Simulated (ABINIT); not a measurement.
# MoS2 (P6_3/mmc): G0W0 in ABINIT against the wavefunction cutoff in GW, part 2 of 2

How does the gap of MoS2 (P6_3/mmc) converge in the wavefunction cutoff in GW?

ABINIT 10.8.3; PBE and many-body steps on it, plane waves. Known limits of the many-body steps: not at the basis limit; no spin-orbit coupling; coarse k mesh.

So far. Step 2 (Screening, 6×6×1 mesh, 106 bands, screening to 130.6 eV): Local fields lower ε∞ by 11 %. On a Γ-centred mesh this coarse the value itself is usually too large, while a short band sum pulls it down. Step 5 (18 Ha): The gap on the mesh goes from 0.89 eV to 1.19 eV, a correction of +0.30 eV.

The database entry behind the starting cell differs from later determinations by our own check (about 0.3 % long), so it need not match the best structure at ambient conditions.

## 6. Screening, 6×6×1 mesh, 106 bands, screening to 130.6 eV

This step: RPA screening on PBE, plane waves, norm-conserving pseudopotentials.

run.abi

```
acell 3*1.0 Angstrom
rprim 
  3.169000000004 -0.000000000001 0.000000000000
  -1.584500000001 2.744434504597 0.000000000000
  0.000000000000 0.000000000000 12.324000000000
ntypat 2
znucl 42 16
natom 6
typat 1 1 2 2 2 2
xred 
  0.333333333333 0.666666666667 0.250000000000
  0.666666666667 0.333333333333 0.750000000000
  0.333333333333 0.666666666667 0.623000000000
  0.666666666667 0.333333333333 0.123000000000
  0.333333333333 0.666666666667 0.877000000000
  0.666666666667 0.333333333333 0.377000000000
pp_dirpath "pseudos"
pseudos "Mo.upf, S.upf"
ecut 36
ngkpt 6 6 1
nshiftk 1
shiftk 0 0 0
kptopt 1
chksymbreak 0
istwfk *1
occopt 1
irdwfk 1
optdriver 3
nband 106
ecuteps 4.8
inclvkb 2
awtr 1
symchi 1
ecutwfn 27
indata_prefix "in"
outdata_prefix "out"
tmpdata_prefix "tmp"
```

Run with:

```
$ OMP_NUM_THREADS=1 mpirun -n 8 abinit run.abi > log
```

The program printed:

```text
.Version 10.8.3 of ABINIT. v10.8.2 released Aug 2026.

 Symmetries : space group P6_3/m m c (#194); Bravais hP (primitive hexag.)
[... echo of the input left out ...]
== DATASET  1 ==================================================================
-   mpi_nproc: 8, omp_nthreads: 1 (-1 if OMP is not activated)

--- !DatasetInfo
iteration_state: {dtset: 1, }
dimensions: {natom: 6, nkpt: 7, mband: 106, nsppol: 1, nspinor: 1, nspden: 1, mpw: 4887, }
cutoff_energies: {ecut:  27.0, pawecutdg:  -1.0, }
[...]
--------------------------------------------------------------------------------
[... chi0 elements left out ...]
 For q-point:  0.000010 0.000020 0.000030
  dielectric constant =  14.4868
  dielectric constant without local fields =  16.2878

  Average fulfillment of the sum rule on Im[epsilon] for q-point    1 :     69.46  [%]
[... wings left out ...]
  q-point number  2        q = ( 0.166667, 0.000000, 0.000000) [r.l.u.]
--------------------------------------------------------------------------------
[... chi0 elements left out ...]
  Average fulfillment of the sum rule on Im[epsilon] for q-point    2 :     73.09  [%]

 [... 5 further q-points ...]
```

Wall time 36 s (8 MPI ranks of Arm Neoverse V1, shared host); peak memory 1.7 GiB.

Numbers from this step:

```
ε∞ with local fields, on this mesh, along the program's q direction : 14.49
the same without local fields                                       : 16.29
plasma frequency                                                    : 25.86 eV
plane waves in the screening matrix                                 : 341
```

## 7. 27 Ha

This step: G0W0 on PBE, plane waves, norm-conserving pseudopotentials.

run.abi, as its differences from that of step 6:

```diff
@@ -27,8 +27,19 @@
 irdwfk 1
-optdriver 3
+optdriver 4
 nband 106
+gwcalctyp 0
+ecutsigx 27
+symsigma 1
+nkptgw 3
+kptgw 
+  0.0000000000 0.0000000000 0.0000000000
+  0.1666666667 0.1666666667 0.0000000000
+  0.3333333333 0.3333333333 0.0000000000
+bdgw 
+  25 28
+  25 28
+  25 28
 ecuteps 4.8
-inclvkb 2
-awtr 1
-symchi 1
+irdscr 1
+ppmodel 1
 ecutwfn 27
```

The program printed:

```text
.Version 10.8.3 of ABINIT. v10.8.2 released Aug 2026.

 Symmetries : space group P6_3/m m c (#194); Bravais hP (primitive hexag.)
[... echo of the input left out ...]
== DATASET  1 ==================================================================
-   mpi_nproc: 8, omp_nthreads: 1 (-1 if OMP is not activated)

--- !DatasetInfo
iteration_state: {dtset: 1, }
dimensions: {natom: 6, nkpt: 7, mband: 106, nsppol: 1, nspinor: 1, nspden: 1, mpw: 4887, }
cutoff_energies: {ecut:  27.0, pawecutdg:  -1.0, }
[...]
Band     E0 <VxcDFT>   SigX SigC(E0)      Z dSigC/dE  Sig(E)    E-E0       E
[...]
27   9.486 -17.610 -13.378  -2.848   0.776  -0.288 -16.536   1.074  10.560
       28   9.486 -17.610 -13.378  -2.848   0.776  -0.288 -16.536   1.074  10.560

== END DATASET(S) ==============================================================
================================================================================

 -outvars: echo values of variables after computation  --------
           etotal      0.0000000000E+00
            nband         106
             nkpt           7
          spgroup         194
 [... the other variables as echoed above ...]

 Calculation completed.
```

The job ended after 16 s (8 MPI ranks; peak memory 1.5 GiB).

Numbers from this step:

```
G0W0 gap on the points computed              : 1.192 eV
starting gap on the mesh                     : 0.8887 eV
k of the valence top                         : 0, 0, 0
k of the conduction bottom                   : 0.1667, 0.1667, 0
least direct G0W0 gap on the computed points : 2.183 eV
```

Against the run before, the gap moves by +0.000 eV.

## 8. Screening, 6×6×1 mesh, 106 bands, screening to 130.6 eV

This step: RPA screening on PBE, plane waves, norm-conserving pseudopotentials.

run.abi, as its differences from that of step 7:

```diff
@@ -27,20 +27,8 @@
 irdwfk 1
-optdriver 4
+optdriver 3
 nband 106
-gwcalctyp 0
-ecutsigx 27
-symsigma 1
-nkptgw 3
-kptgw 
-  0.0000000000 0.0000000000 0.0000000000
-  0.1666666667 0.1666666667 0.0000000000
-  0.3333333333 0.3333333333 0.0000000000
-bdgw 
-  25 28
-  25 28
-  25 28
 ecuteps 4.8
-irdscr 1
-ppmodel 1
-ecutwfn 27
+inclvkb 2
+awtr 1
+symchi 1
 indata_prefix "in"
```

The program printed:

```text
.Version 10.8.3 of ABINIT. v10.8.2 released Aug 2026.

 Symmetries : space group P6_3/m m c (#194); Bravais hP (primitive hexag.)
[... echo of the input left out ...]
== DATASET  1 ==================================================================
-   mpi_nproc: 8, omp_nthreads: 1 (-1 if OMP is not activated)

--- !DatasetInfo
iteration_state: {dtset: 1, }
dimensions: {natom: 6, nkpt: 7, mband: 106, nsppol: 1, nspinor: 1, nspden: 1, mpw: 7481, }
cutoff_energies: {ecut:  36.0, pawecutdg:  -1.0, }
[...]
--------------------------------------------------------------------------------
[... chi0 elements left out ...]
 For q-point:  0.000010 0.000020 0.000030
  dielectric constant =  14.4837
  dielectric constant without local fields =  16.2843

  Average fulfillment of the sum rule on Im[epsilon] for q-point    1 :     69.46  [%]
[... wings left out ...]
  q-point number  2        q = ( 0.166667, 0.000000, 0.000000) [r.l.u.]
--------------------------------------------------------------------------------
[... chi0 elements left out ...]
  Average fulfillment of the sum rule on Im[epsilon] for q-point    2 :     73.09  [%]

 [... 5 further q-points ...]
```

Run time: 50 s. Hardware: 8 MPI ranks; peak memory 2.4 GiB.

Numbers from this step:

```
ε∞ with local fields, on this mesh, along the program's q direction : 14.48
the same without local fields                                       : 16.28
plasma frequency                                                    : 25.86 eV
plane waves in the screening matrix                                 : 341
```

## 9. 36 Ha

This step: G0W0 on PBE, plane waves, norm-conserving pseudopotentials.

run.abi, as its differences from that of step 8:

```diff
@@ -27,8 +27,19 @@
 irdwfk 1
-optdriver 3
+optdriver 4
 nband 106
+gwcalctyp 0
+ecutsigx 36
+symsigma 1
+nkptgw 3
+kptgw 
+  0.0000000000 0.0000000000 0.0000000000
+  0.1666666667 0.1666666667 0.0000000000
+  0.3333333333 0.3333333333 0.0000000000
+bdgw 
+  25 28
+  25 28
+  25 28
 ecuteps 4.8
-inclvkb 2
-awtr 1
-symchi 1
+irdscr 1
+ppmodel 1
 indata_prefix "in"
```

The program printed:

```text
.Version 10.8.3 of ABINIT. v10.8.2 released Aug 2026.

 Symmetries : space group P6_3/m m c (#194); Bravais hP (primitive hexag.)
[... echo of the input left out ...]
== DATASET  1 ==================================================================
-   mpi_nproc: 8, omp_nthreads: 1 (-1 if OMP is not activated)

--- !DatasetInfo
iteration_state: {dtset: 1, }
dimensions: {natom: 6, nkpt: 7, mband: 106, nsppol: 1, nspinor: 1, nspden: 1, mpw: 7481, }
cutoff_energies: {ecut:  36.0, pawecutdg:  -1.0, }
[...]
Band     E0 <VxcDFT>   SigX SigC(E0)      Z dSigC/dE  Sig(E)    E-E0       E
[...]
27   9.486 -17.609 -13.378  -2.848   0.776  -0.288 -16.536   1.073  10.559
       28   9.486 -17.609 -13.378  -2.848   0.776  -0.288 -16.536   1.073  10.559

== END DATASET(S) ==============================================================
================================================================================

 -outvars: echo values of variables after computation  --------
           etotal      0.0000000000E+00
            nband         106
             nkpt           7
          spgroup         194
 [... the other variables as echoed above ...]

 Calculation completed.
```

It took 18 s on 8 MPI ranks; peak memory 1.7 GiB.

This step gave:

```yaml
g0w0_gap_on_the_points_computed: 1.192 eV
starting_gap_on_the_mesh: 0.8887 eV
k_of_the_valence_top: 0, 0, 0
k_of_the_conduction_bottom: 0.1667, 0.1667, 0
least_direct_g0w0_gap_on_the_computed_points: 2.183 eV
```

Against the run before, the gap moves by +0.000 eV.

## 10. The runs together

Times are wall times on 8 MPI ranks of Arm Neoverse V1, shared host, good to a factor of about two. A run's time includes the screening step that it read.

| run | mesh | bands | screening cutoff (eV) | DFT gap (eV) | gap on the mesh (eV) | direct (eV) | ε∞ used | time |
| --- | --- | --- | --- | --- | --- | --- | --- | --- |
| 10.8 Ha | 6×6×1 | 106 | 130.6 | 0.889 | 1.187 | 2.222 | 14.61 | 35 s |
| 18 Ha | 6×6×1 | 106 | 130.6 | 0.889 | 1.192 | 2.189 | 14.51 | 41 s |
| 27 Ha | 6×6×1 | 106 | 130.6 | 0.889 | 1.192 | 2.183 | 14.49 | 52 s |
| 36 Ha | 6×6×1 | 106 | 130.6 | 0.889 | 1.192 | 2.183 | 14.48 | 68 s |

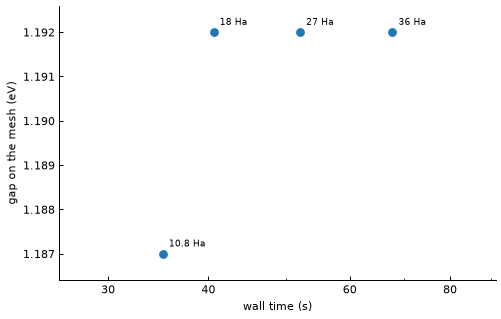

Result against wall time.

## 11. Summary of results

| Property | Result |
| --- | --- |
| 10.8 Ha | 1.187 eV |
| 18 Ha | 1.192 eV |
| 27 Ha | 1.192 eV |
| 36 Ha | 1.192 eV |
| known limits | not at the basis limit; no spin-orbit coupling; coarse k mesh |

The setting moved: wavefunction cutoff in GW. From 10.8 Ha to 36 Ha the gap moves by +0.005 eV. It holds to 0.03 eV from 10.8 Ha on. Bands and screening cutoff are coupled, so a series along one setting does not show full convergence. The exchange cutoff follows the wavefunction cutoff here. Bands and cutoff are finite, so the gap is not at the basis limit. The miss can reach some tenths of an eV and take either sign; the mesh is an error of its own. In the G0W0 runs levels were corrected at 3 k points alone, so a gap called «on the mesh» is the least over those, and an edge elsewhere would be missed. The 6×6×1 mesh is coarse for this cell, which bears on the long-range parts of exchange and screening. The many-body steps are scalar-relativistic: spin-orbit coupling is not in them.

[Paths, hosts, dates, memory and timing lines, banners, echoed tables and standing remarks are left out of the program output.]

[Logs are printed without paths, hosts, clocks, repeated set-up lines and the standing remarks that a program may print on its own settings, such as how far it seeks lower states.]

[Runs of the session that timed out or met a known fault of the program may be left out.]

[Hosts, paths, dates, database ids (printed as entryN), source tags and the programs' standing remarks are cut or masked in the printed files.]

[G0W0 gaps are taken among the corrected bands and points alone; a level outside them can change the order at an edge.]

[Where Ansatz stands beside ABINIT at settings called matched, ABINIT's density can come from a denser mesh and the files from another edition; pairs whose starting gaps differed by over 0.03 eV were left out, so agreement reads better than it is.]
